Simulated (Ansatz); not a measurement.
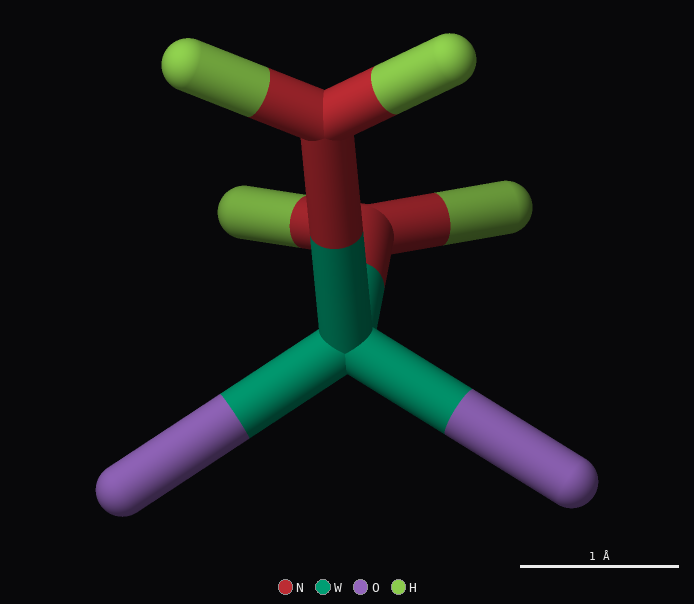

The picture shows the input geometry.

The calculation was set up as follows.

```yaml
crystal:
  periodic: [false, false, false]
  atoms:
    - {symbol: N, position_ang: [-1.093028, 1.224570, -0.336675]}
    - {symbol: W, position_ang: [0.312006, -0.106475, -0.539790]}
    - {symbol: N, position_ang: [0.641192, -1.070374, 1.118398]}
    - {symbol: O, position_ang: [-0.206391, -1.240687, -1.710838]}
    - {symbol: O, position_ang: [1.752463, 0.713082, -0.963984]}
    - {symbol: H, position_ang: [-0.920512, 2.196046, -0.130107]}
    - {symbol: H, position_ang: [-2.060800, 1.058706, -0.564943]}
    - {symbol: H, position_ang: [0.217358, -1.956086, 1.346608]}
    - {symbol: H, position_ang: [1.357713, -0.818773, 1.781340]}
basis:
  gaussian: {orbitals: ANO-RCC-VTZP}
hamiltonian: {xc: {name: wB97X}}
output: {forces: true}
```

It was started with:

```sh
ansatz run in.yaml --threads 4 --pin off --events-out ev --progress --plain --max-ram 10444MiB
```

Output:

```
Functional definition: wB97X
  name "wB97X"
  cite "Chai & Head-Gordon, J. Chem. Phys. 128, 084106 (2008) doi:10.1063/1.2834918"
  cite "Becke, J. Chem. Phys. 107, 8554 (1997) doi:10.1063/1.475007"
  parameter omega = 0.3/bohr
  parameter cx = 0.157706
  parameter cx1 = 0.726479
  parameter cx2 = 1.04760
  parameter cx3 = -5.70635
  parameter cx4 = 13.2794
  parameter css1 = -4.33879
  parameter css2 = 18.2308
  parameter css3 = -31.7430
  parameter css4 = 17.2901
  parameter cos1 = 2.37031
  parameter cos2 = -11.3995
  parameter cos3 = 6.58405
  parameter cos4 = -3.78132
  # The coefficients of nought are those of the uniform gas.
  exchange = spin_sum(e_x_unif_sr(omega)*poly(b97_u_x, 1 - cx, cx1, cx2, cx3, cx4)) + cx*exact_x_sr(omega)
      + exact_x_lr(omega)
  correlation = spin_sum(e_c_pw_same_spin*poly(b97_u_same, 1, css1, css2, css3, css4))
      + integral(e_c_pw_opposite_spin*poly(b97_u_opposite, 1, cos1, cos2, cos3, cos4))
2321 factors; their error is unknown
388 factors; integrals over basis functions are off by at most 8.2e-6 eV
mean field evaluation 1: about -446493.2273 eV, gradient 1.2e2 eV
mean field evaluation 2: about -446419.5076 eV, gradient 2.8e2 eV
mean field evaluation 4: about -446514.4692 eV, gradient 1.0e1 eV
mean field evaluation 8: about -446514.5772 eV, gradient 6.8e-2 eV
mean field evaluation 16: about -446514.9018 eV, gradient 7.5e-4 eV
mean field -446514.90182749 eV, -16409.1199834894 hartree, gradient 1.3e-5 eV, S^2 0.000000; 0 other end points of the search recorded, 0 dependent functions left out
the calculation of the forces begins
reference -446514.90176695 eV, -16409.1199812646 hartree; 54, 54 occupied and 226, 226 virtual orbitals, 2321 factors
Total energy: -446514.90176695 eV, -16409.1199812646 hartree
Relativity: scalar
Atom 0 at    -1.093028     1.224570    -0.336675 Å, force     0.089999    -0.082811    -0.019723 eV/Å
Atom 1 at     0.312006    -0.106475    -0.539790 Å, force     0.281495    -0.095935    -0.486931 eV/Å
Atom 2 at     0.641192    -1.070374     1.118398 Å, force    -0.015932     0.057391    -0.108573 eV/Å
Atom 3 at    -0.206391    -1.240687    -1.710838 Å, force     0.222143     0.483599     0.497954 eV/Å
Atom 4 at     1.752463     0.713082    -0.963984 Å, force    -0.613662    -0.350071     0.179333 eV/Å
Atom 5 at    -0.920512     2.196046    -0.130107 Å, force    -0.016668    -0.074131    -0.016330 eV/Å
Atom 6 at    -2.060800     1.058706    -0.564943 Å, force     0.073848     0.016148     0.018205 eV/Å
Atom 7 at     0.217358    -1.956086     1.346608 Å, force     0.034656     0.068057    -0.014728 eV/Å
Atom 8 at     1.357713    -0.818773     1.781340 Å, force    -0.055878    -0.022247    -0.049207 eV/Å
Dipole moment:    -0.459883     0.156935     0.795630 e Å
```

Self-consistency was reached.
